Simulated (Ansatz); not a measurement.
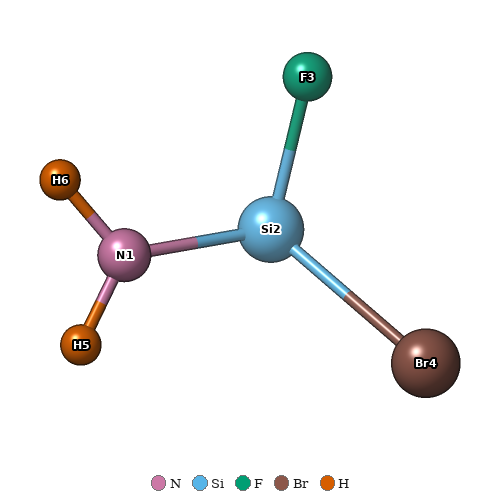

The system is BrFH2NSi, SMILES N[Si](F)Br, spin multiplicity 2; the picture shows the reference structure. 
- The first coordinate is: angle H5–N1–Si2; the second: dihedral H5–N1–Si2–F3.
- Nothing is relaxed (all other coordinates rigid).
- The grid has 11 × 12 points.
- Points are written as (first, second).
- All energies are given in kJ/mol relative to the lowest grid point.
- Level of theory: UKS r2SCAN0-D4/def2-SVP (Ansatz).

Its coordinates:

```xyz
6

N    -0.4837    0.7391   -0.0021
Si    0.3928   -0.6392   -0.4831
F     1.9252   -0.3104   -0.0801
Br   -0.3282   -2.4294    0.6425
H    -1.4903    0.7888   -0.0504
H    -0.0448    1.6491    0.0179
```

Range: angle H5–N1–Si2 from 97.7 to 147.7°; dihedral H5–N1–Si2–F3 from −180 to 150°.

Predict the map.

The lowest grid point is at (122.7°, −180°). There is a further well near (122.7°, 0°) (2.5 kJ/mol above the lowest at that grid point). The highest grid point, (97.7°, 90°), lies 58.9 kJ/mol above the lowest. On the interpolated surface the easiest way out of the lowest well to the well at about (122°, 0°) passes a barrier of about 14 kJ/mol. Round the minimum the two coordinates are nearly uncoupled.

```tsv
dihedral H5–N1–Si2–F3 ↓, angle H5–N1–Si2 →	97.7	102.7	107.7	112.7	117.7	122.7	127.7	132.7	137.7	142.7	147.7
150	50.1	33.9	21.3	12.2	6.8	4.8	6.3	11.2	19.6	31.4	46.7
120	57.9	41.8	29.3	20.3	14.8	12.7	14.1	18.9	27.1	38.7	53.7
90	58.9	43.3	31.2	22.6	17.5	15.8	17.5	22.5	31.0	42.8	57.9
60	52.7	37.4	25.8	17.7	13.0	11.8	13.9	19.4	28.3	40.5	56.0
30	45.1	30.3	19.1	11.3	6.9	5.8	8.1	13.7	22.6	34.9	50.4
0	41.3	26.8	15.7	8.1	3.7	2.5	4.7	10.1	18.8	30.8	46.1
−30	45.5	30.7	19.4	11.4	6.7	5.3	7.2	12.3	20.8	32.6	47.8
−60	54.2	38.9	27.0	18.6	13.6	11.9	13.6	18.6	27.0	38.7	53.8
−90	57.2	41.6	29.5	20.9	15.7	13.9	15.5	20.5	29.0	40.8	56.0
−120	51.8	36.2	24.2	15.6	10.4	8.7	10.3	15.3	23.8	35.7	51.1
−150	45.1	29.4	17.4	8.8	3.7	2.0	3.7	8.9	17.5	29.5	44.9
−180	44.1	28.1	15.7	7.0	1.7	0.0	1.7	6.9	15.5	27.5	43.0
```

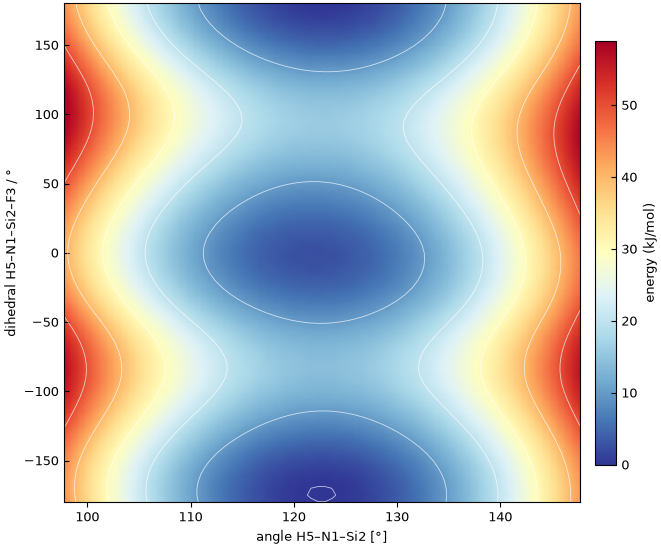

The picture shows a smooth colour map with a few white contour lines. Between grid points the surface is interpolated.

Time for the 132 points that were run: 31 min on 1 thread of Arm Neoverse V2, on a shared host.
